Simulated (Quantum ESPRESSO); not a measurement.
## Co: energy against a fixed spin moment

How stiff is the total moment of Co, and does E(M) have further minima?

Program: Quantum ESPRESSO 7.5. Level of theory: PBEsol; plane waves with GBRV 1.5 PBEsol potentials, no spin-orbit coupling. Results are calculated unless marked as measured.

## Step 1: Starting point

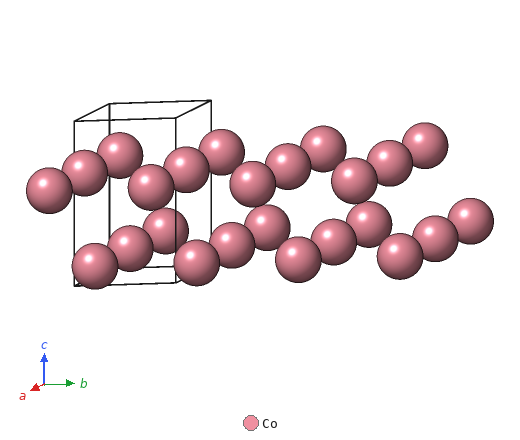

Start, viewed slightly off an axis; cobalt pink. 3×4×1 cells are drawn.

The lattice constants were typed from memory of published values and not checked against a source.

## Step 2: The free run

Input file pw.in:

```
&CONTROL
  calculation = 'scf'
  prefix = 'pwscf'
  outdir = './tmp'
  pseudo_dir = './pseudo'
  disk_io = 'nowf'
/
&SYSTEM
  ibrav = 0
  celldm(1) = 8
  nat = 2
  ntyp = 1
  ecutwfc = 40
  ecutrho = 280
  nbnd = 26
  occupations = 'smearing'
  smearing = 'fd'
  degauss = 0.00367493
  nspin = 2
  starting_magnetization(1) = 0.1176
/
&ELECTRONS
  conv_thr = 4d-09
  electron_maxstep = 150
  mixing_beta = 0.3
/
ATOMIC_SPECIES
Co     58.9332 co_pbesol_v1.2.uspp.F.UPF
CELL_PARAMETERS alat
   0.5921929243046    0.0000000000000    0.0000000000000
  -0.2960964621523    0.5128541902568    0.0000000000000
   0.0000000000000    0.0000000000000    0.9613981659034
ATOMIC_POSITIONS crystal
Co      0.3333333300    0.6666666700    0.2500000000
Co      0.6666666700    0.3333333300    0.7500000000
K_POINTS automatic
18 18 10 0 0 0
```

Started as:

```bash
$ OMP_NUM_THREADS=1 mpirun -n 4 pw.x -nk 4 -in pw.in > pw.out
```

What it wrote:

```text
Program PWSCF v.7.5 starts

     Message from routine setup:
     using ibrav=0 with symmetry is DISCOURAGED, use correct ibrav instead

     K-points division:     npool     =       4
     Subspace diagonalization in iterative solution of the eigenvalue problem:

     G-vector sticks info
     --------------------
     sticks:   dense  smooth     PW     G-vecs:    dense   smooth      PW
     Sum         433     253     85                11825     5191     989

     Using Slab Decomposition

     bravais-lattice index     =            0
     lattice parameter (alat)  =       8.0000  a.u.
     unit-cell volume          =     149.4963 (a.u.)^3
     number of atoms/cell      =            2
     number of atomic types    =            1
     number of electrons       =        34.00
     number of Kohn-Sham states=           26
     kinetic-energy cutoff     =      40.0000  Ry
     charge density cutoff     =     280.0000  Ry
     scf convergence threshold =      4.0E-09
     mixing beta               =       0.3000
     number of iterations used =            8  plain     mixing
     Exchange-correlation= SLA  PW   PSX  PSC
                           (   1   4  10   8   0   0   0)

     celldm(1)=   8.000000  celldm(2)=   0.000000  celldm(3)=   0.000000
     celldm(4)=   0.000000  celldm(5)=   0.000000  celldm(6)=   0.000000

     crystal axes: (cart. coord. in units of alat)
               a(1) = (   0.592193   0.000000   0.000000 )
               a(2) = (  -0.296096   0.512854   0.000000 )
               a(3) = (   0.000000   0.000000   0.961398 )

     reciprocal axes: (cart. coord. in units 2 pi/alat)
               b(1) = (  1.688639  0.974936 -0.000000 )
               b(2) = (  0.000000  1.949872  0.000000 )
               b(3) = (  0.000000 -0.000000  1.040152 )

     PseudoPot. # 1 for Co read from file:
     co_pbesol_v1.2.uspp.F.UPF
     Pseudo is Ultrasoft + core correction, Zval = 17.0
     Generated by new atomic code, or converted to UPF format
     Using radial grid of  863 points,  6 beta functions with:
                l(1) =   0
                l(2) =   0
                l(3) =   1
                l(4) =   1
                l(5) =   2
                l(6) =   2
     Q(r) pseudized with  8 coefficients,  rinner =    1.200   1.200   1.200
                                                       1.200   1.200

     atomic species   valence    mass     pseudopotential
     Co               17.00    58.93320     Co( 1.00)

     Starting magnetic structure
     atomic species   magnetization
     Co              0.118

     24 Sym. Ops., with inversion, found (12 have fractional translation)

   Cartesian axes

     site n.     atom                  positions (alat units)
         1        Co     tau(   1) = (  -0.0000000   0.3419028   0.2403495  )
         2        Co     tau(   2) = (   0.2960965   0.1709514   0.7210486  )

     number of k points=   222  Fermi-Dirac smearing, width (Ry)=  0.0037

     Number of k-points >= 100: set verbosity='high' to print them.

     Dense  grid:    11825 G-vectors     FFT dimensions: (  25,  25,  48)

     Smooth grid:     5191 G-vectors     FFT dimensions: (  20,  20,  32)

     Check: negative core charge=   -0.000055
     Generating pointlists ...
     new r_m :   0.2433 (alat units)  1.9466 (a.u.) for type    1

     Initial potential from superposition of free atoms

     starting charge      32.0000, renormalised to      34.0000
     Starting wfcs are   26 randomized atomic wfcs

     Self-consistent Calculation

     iteration #  1     ecut=    40.00 Ry     beta= 0.30
     Davidson diagonalization with overlap
     ethr =  1.00E-02,  avg # of iterations =  4.8

     total energy              =    -593.27867986 Ry
     estimated scf accuracy    <      14.95311501 Ry

     total magnetization       =     2.15 Bohr mag/cell
     absolute magnetization    =     2.20 Bohr mag/cell

     iteration #  2     ecut=    40.00 Ry     beta= 0.30
     Davidson diagonalization with overlap
     ethr =  1.00E-02,  avg # of iterations =  2.3

     total energy              =    -596.42041044 Ry
     estimated scf accuracy    <       0.67390008 Ry

     total magnetization       =     3.11 Bohr mag/cell
     absolute magnetization    =     3.27 Bohr mag/cell

     iteration #  3     ecut=    40.00 Ry     beta= 0.30
     Davidson diagonalization with overlap
     ethr =  1.98E-03,  avg # of iterations =  1.3

     total energy              =    -596.53968883 Ry
     estimated scf accuracy    <       0.00931143 Ry

     total magnetization       =     3.26 Bohr mag/cell
     absolute magnetization    =     3.46 Bohr mag/cell

     [... further iterations left out ...]

     iteration #  8     ecut=    40.00 Ry     beta= 0.30
     Davidson diagonalization with overlap
     ethr =  5.61E-08,  avg # of iterations =  1.1

     total energy              =    -596.54200698 Ry
     estimated scf accuracy    <       0.00000503 Ry

     total magnetization       =     3.29 Bohr mag/cell
     absolute magnetization    =     3.63 Bohr mag/cell

     iteration #  9     ecut=    40.00 Ry     beta= 0.30
     Davidson diagonalization with overlap
     ethr =  1.48E-08,  avg # of iterations =  1.6

     total energy              =    -596.54200866 Ry
     estimated scf accuracy    <       0.00000028 Ry

     total magnetization       =     3.29 Bohr mag/cell
     absolute magnetization    =     3.64 Bohr mag/cell

     iteration # 10     ecut=    40.00 Ry     beta= 0.30
     Davidson diagonalization with overlap
     ethr =  8.31E-10,  avg # of iterations =  2.0

     total energy              =    -596.54200875 Ry
     estimated scf accuracy    <       0.00000006 Ry

     total magnetization       =     3.29 Bohr mag/cell
     absolute magnetization    =     3.64 Bohr mag/cell

     iteration # 11     ecut=    40.00 Ry     beta= 0.30
     Davidson diagonalization with overlap
     ethr =  1.66E-10,  avg # of iterations =  1.9

     Magnetic moment per site  (integrated on atomic sphere of radius R)
     atom   1 (R=0.243)  charge= 15.6062  magn=  1.7248
     atom   2 (R=0.243)  charge= 15.6062  magn=  1.7248

     End of self-consistent calculation

     Number of k-points >= 100: set verbosity='high' to print the bands.

     the Fermi energy is    17.8710 ev

!    total energy              =    -596.54200881 Ry
     estimated scf accuracy    <          2.9E-10 Ry
     smearing contrib. (-TS)   =      -0.00111465 Ry
     internal energy E=F+TS    =    -596.54089416 Ry

     The total energy is F=E-TS. E is the sum of the following terms:
     one-electron contribution =    -313.36746242 Ry
     hartree contribution      =     177.77058239 Ry
     xc contribution           =     -64.65361740 Ry
     ewald contribution        =    -396.29039673 Ry

     total magnetization       =     3.29 Bohr mag/cell
     absolute magnetization    =     3.64 Bohr mag/cell

     convergence has been achieved in  11 iterations

=------------------------------------------------------------------------------=
   JOB DONE.
=------------------------------------------------------------------------------=
```

The job ended after 20 s (4 MPI ranks of Intel Xeon at 2.70GHz, shared host; peak memory 0.37 GiB; 77 s of CPU time).

Spin moment in the atom's sphere by atom:

| atom | spin moment in the atom's sphere (μB) |
| --- | --- |
| Co1 | 1.72 |
| Co2 | 1.72 |

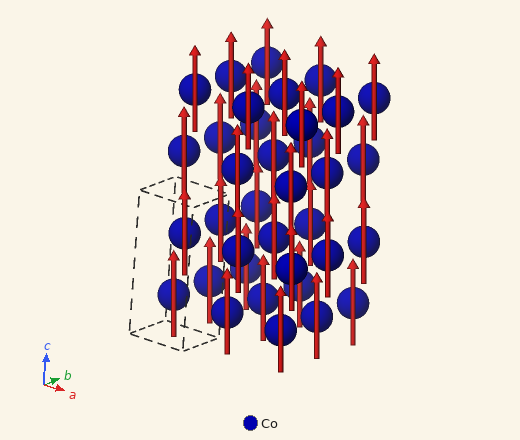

Spin moment in the atom's sphere as arrows, the longest 1.72 μB. Up and down stand for the sign. Arrows give size and sign along the axis of quantisation, drawn up and down the page. 3×3×2 cells are drawn.

This step gave:

| Property | Result |
| --- | --- |
| smearing term TS | 0.01517 eV |
| magnetization | 3.29 μB |
| absolute magnetization | 3.642 μB |
| final state | ferromagnetic |

## Step 3: Moment fixed at 0 μB

The two spin channels are filled to separate Fermi energies, so that the total moment meets the target. Half of the up one less the down one is the slope dE/dM.

Changes to pw.in since step 2:

```diff
@@ -14,3 +14,3 @@
   ecutrho = 280
-  nbnd = 26
+  nbnd = 27
   occupations = 'smearing'
@@ -19,3 +19,4 @@
   nspin = 2
-  starting_magnetization(1) = 0.1176
+  starting_magnetization(1) = 0.0059
+  tot_magnetization = 0
 /
```

What it wrote:

```text
     [... lines left out ...]
Program PWSCF v.7.5 starts
     [... lines left out ...]
     number of atoms/cell      =            2
     [... lines left out ...]
     number of electrons       =        34.00 (up:  17.00, down:  17.00)
     number of Kohn-Sham states=           27
     kinetic-energy cutoff     =      40.0000  Ry
     charge density cutoff     =     280.0000  Ry
     scf convergence threshold =      4.0E-09
     [... lines left out ...]
     24 Sym. Ops., with inversion, found (12 have fractional translation)
     [... lines left out ...]
     number of k points=   222  Fermi-Dirac smearing, width (Ry)=  0.0037
     [... lines left out ...]
     iteration # 10     ecut=    40.00 Ry     beta= 0.30
     [... lines left out ...]
     Magnetic moment per site  (integrated on atomic sphere of radius R)
     atom   1 (R=0.243)  charge= 15.6116  magn= -0.0000
     atom   2 (R=0.243)  charge= 15.6116  magn= -0.0000
     [... lines left out ...]
     the spin up/dw Fermi energies are    17.7345   17.7345 ev
!    total energy              =    -596.50004722 Ry
     estimated scf accuracy    <          2.0E-10 Ry
     smearing contrib. (-TS)   =      -0.00371999 Ry
     [... lines left out ...]
     total magnetization       =    -0.00 Bohr mag/cell
     absolute magnetization    =     0.00 Bohr mag/cell
     convergence has been achieved in  10 iterations
```

It took 20 s on 4 MPI ranks; peak memory 0.38 GiB; 79 s of CPU time.

Numbers from this step:

```
magnetization                                 : 0 μB
absolute magnetization                        : 0 μB
half the difference of the two Fermi energies : 0 meV
largest moment                                : 0 μB
```

## Step 4: Moment fixed at 0.408 μB

Changes to pw.in since step 3:

```diff
@@ -19,4 +19,4 @@
   nspin = 2
-  starting_magnetization(1) = 0.0059
-  tot_magnetization = 0
+  starting_magnetization(1) = 0.012
+  tot_magnetization = 0.408
 /
```

What it wrote:

```text
     [... lines left out ...]
Program PWSCF v.7.5 starts
     [... lines left out ...]
     number of atoms/cell      =            2
     [... lines left out ...]
     number of electrons       =        34.00 (up:  17.20, down:  16.80)
     number of Kohn-Sham states=           27
     kinetic-energy cutoff     =      40.0000  Ry
     charge density cutoff     =     280.0000  Ry
     scf convergence threshold =      4.0E-09
     [... lines left out ...]
     24 Sym. Ops., with inversion, found (12 have fractional translation)
     [... lines left out ...]
     number of k points=   222  Fermi-Dirac smearing, width (Ry)=  0.0037
     [... lines left out ...]
     iteration # 11     ecut=    40.00 Ry     beta= 0.30
     [... lines left out ...]
     Magnetic moment per site  (integrated on atomic sphere of radius R)
     atom   1 (R=0.243)  charge= 15.6116  magn=  0.2179
     atom   2 (R=0.243)  charge= 15.6116  magn=  0.2179
     [... lines left out ...]
     the spin up/dw Fermi energies are    17.6706   17.7914 ev
!    total energy              =    -596.50095454 Ry
     estimated scf accuracy    <          2.4E-10 Ry
     smearing contrib. (-TS)   =      -0.00374124 Ry
     [... lines left out ...]
     total magnetization       =     0.41 Bohr mag/cell
     absolute magnetization    =     0.47 Bohr mag/cell
     convergence has been achieved in  11 iterations
```

Run time: 21 s. Hardware: 4 MPI ranks; peak memory 0.38 GiB.

Spin moment in the atom's sphere by atom:

| atom | spin moment in the atom's sphere (μB) |
| --- | --- |
| Co1 | 0.218 |
| Co2 | 0.218 |

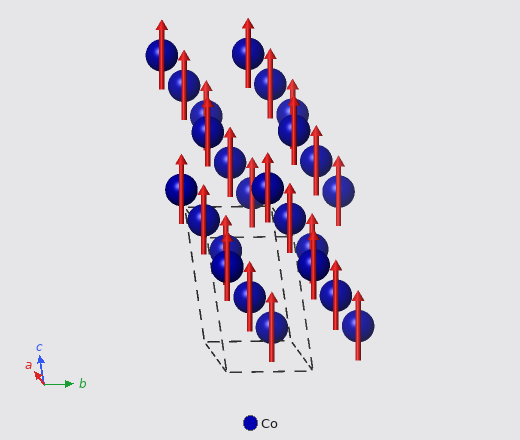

Spin moment in the atom's sphere as arrows, the longest 0.218 μB. Up and down stand for the sign. Arrows give size and sign along the axis of quantisation, drawn up and down the page. 3×2×2 cells are drawn.

Numbers from this step:

```
magnetization                                 : 0.408 μB
absolute magnetization                        : 0.472 μB
half the difference of the two Fermi energies : -60.4 meV
```

## Step 5: Moment fixed at 0.816 μB

Changes to pw.in since step 4:

```diff
@@ -19,4 +19,4 @@
   nspin = 2
-  starting_magnetization(1) = 0.012
-  tot_magnetization = 0.408
+  starting_magnetization(1) = 0.024
+  tot_magnetization = 0.816
 /
```

What it wrote:

```text
     [... lines left out ...]
Program PWSCF v.7.5 starts
     [... lines left out ...]
     number of atoms/cell      =            2
     [... lines left out ...]
     number of electrons       =        34.00 (up:  17.41, down:  16.59)
     number of Kohn-Sham states=           27
     kinetic-energy cutoff     =      40.0000  Ry
     charge density cutoff     =     280.0000  Ry
     scf convergence threshold =      4.0E-09
     [... lines left out ...]
     24 Sym. Ops., with inversion, found (12 have fractional translation)
     [... lines left out ...]
     number of k points=   222  Fermi-Dirac smearing, width (Ry)=  0.0037
     [... lines left out ...]
     iteration # 11     ecut=    40.00 Ry     beta= 0.30
     [... lines left out ...]
     Magnetic moment per site  (integrated on atomic sphere of radius R)
     atom   1 (R=0.243)  charge= 15.6115  magn=  0.4357
     atom   2 (R=0.243)  charge= 15.6115  magn=  0.4357
     [... lines left out ...]
     the spin up/dw Fermi energies are    17.6034   17.8413 ev
!    total energy              =    -596.50365094 Ry
     estimated scf accuracy    <          2.6E-09 Ry
     smearing contrib. (-TS)   =      -0.00375381 Ry
     [... lines left out ...]
     total magnetization       =     0.82 Bohr mag/cell
     absolute magnetization    =     0.94 Bohr mag/cell
     convergence has been achieved in  11 iterations
```

Elapsed: 24 s, on 4 MPI ranks; peak memory 0.38 GiB; 94 s of CPU time.

Read from the output:

```
magnetization                                 : 0.816 μB
absolute magnetization                        : 0.943 μB
half the difference of the two Fermi energies : -118.9 meV
largest moment                                : 0.4357 μB
```

## Step 6: The curve

The runs not shown differ in the target, the start and the number of states alone. The point at 3.29 μB is the free run, entered with slope zero.

Table of energy over the lowest by total spin moment:

| total spin moment (μB a cell) | energy over the lowest (meV a cell) |
| --- | --- |
| 0.00 | 571 |
| 0.41 | 559 |
| 0.82 | 522 |
| 1.23 | 462 |
| 1.63 | 382 |
| 2.04 | 288 |
| 2.45 | 181 |
| 2.86 | 70.4 |
| 3.27 | 0.183 |
| 3.29 | 0 |
| 3.67 | 47.1 |
| 4.08 | 234 |
| 4.49 | 572 |

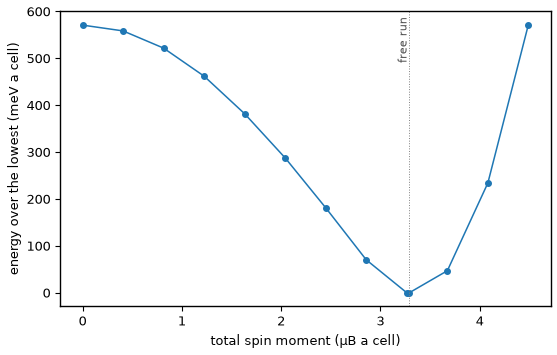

Energy over the lowest against total spin moment.

dE/dM against total spin moment:

| total spin moment (μB a cell) | dE/dM (meV/μB) |
| --- | --- |
| 0.00 | 0.00789 |
| 0.41 | -60.4 |
| 0.82 | -119 |
| 1.23 | -174 |
| 1.63 | -216 |
| 2.04 | -246 |
| 2.45 | -273 |
| 2.86 | -260 |
| 3.27 | -15.2 |
| 3.29 | 0 |
| 3.67 | 297 |
| 4.08 | 590 |
| 4.49 | 1012 |

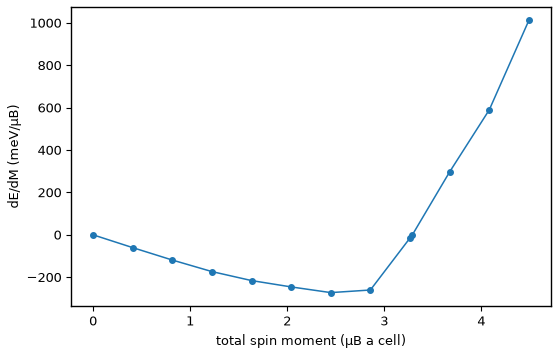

dE/dM against total spin moment.

The largest site moment by total spin moment:

| total spin moment (μB a cell) | largest site moment (μB) |
| --- | --- |
| 0.00 | 0 |
| 0.41 | 0.218 |
| 0.82 | 0.436 |
| 1.23 | 0.654 |
| 1.63 | 0.870 |
| 2.04 | 1.09 |
| 2.45 | 1.30 |
| 2.86 | 1.51 |
| 3.27 | 1.71 |
| 3.29 | 1.72 |
| 3.67 | 1.90 |
| 4.08 | 2.07 |
| 4.49 | 2.23 |

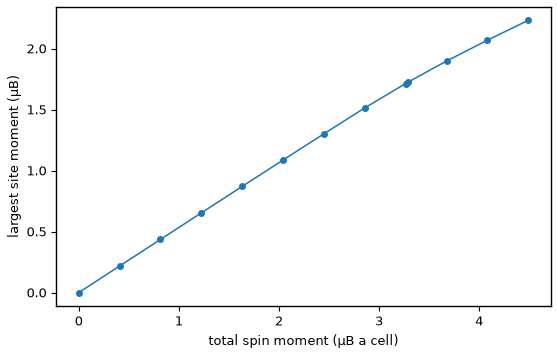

Largest site moment, plotted against total spin moment.

## Step 7: What came out

```yaml
moment_of_the_free_run: 3.29 μB a cell
energy_at_zero_total_moment: 571 meV a cell over the lowest
delta_e_delta_m2_from_the_lowest_point_to_3p67_and_to_2p86_mu_b: 319 and 376 meV/μB²
```

At zero total moment the site moments vanish, so the 571 meV a cell is the energy of forming them. The points show one minimum alone. All runs start parallel; opposed orders may lie lower.

[Logs and program files are shortened in this print: banners, set-up blocks, solver, clock and traceback lines can be left out without a mark of their own.]

[Logs are printed without paths, hosts, clocks, repeated set-up lines and the standing remarks that a program may print on its own settings, such as how far it seeks lower states.]

[Hosts, paths, dates, database ids (printed as entryN), source tags and the programs' standing remarks are cut or masked in the printed files.]

[Where a cell is said to come from a database of computed structures, the database is the Materials Project.]
